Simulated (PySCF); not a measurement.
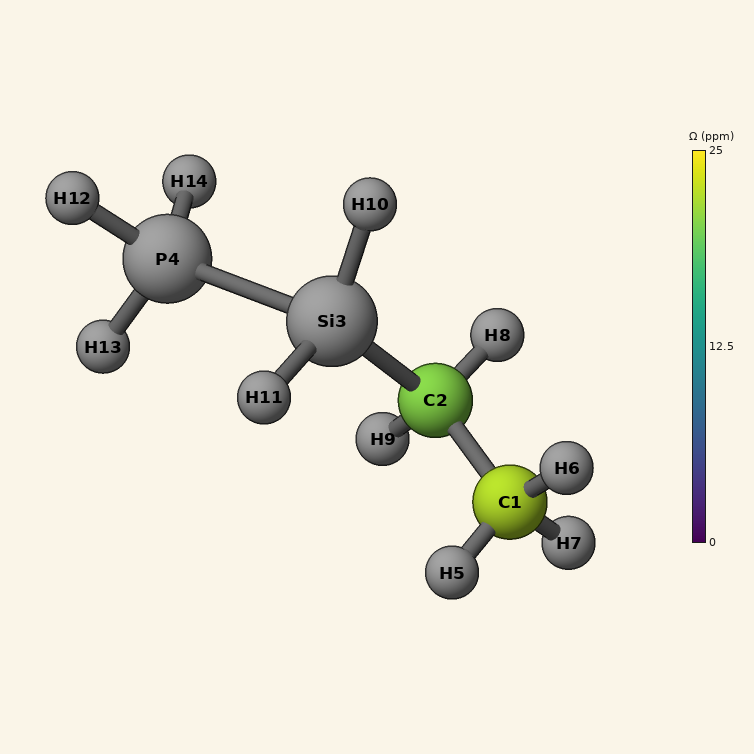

The C atoms are coloured by the span of their shielding tensor. The species has charge +1 and is a spin singlet. Geometry: a distorted geometry made from a computed GFN2-xTB structure, not a minimum. Properties computed with GIAO PBE0/pcSseg-1 NMR shielding, non-relativistic, gas phase (PySCF 2.14.0). Principal shieldings σ11 ≤ σ22 ≤ σ33, span Ω = σ33 − σ11, skew κ = 3(σiso − σ22)/Ω.

Give the shielding tensors of the C atoms.

```tsv
atom	σ11	σ22	σ33	σiso	Ω	κ
C1	166.6	173.9	188.9	176.5	22.3	0.34
C2	169.0	177.1	189.4	178.5	20.5	0.21
```

Shieldings and span in ppm.
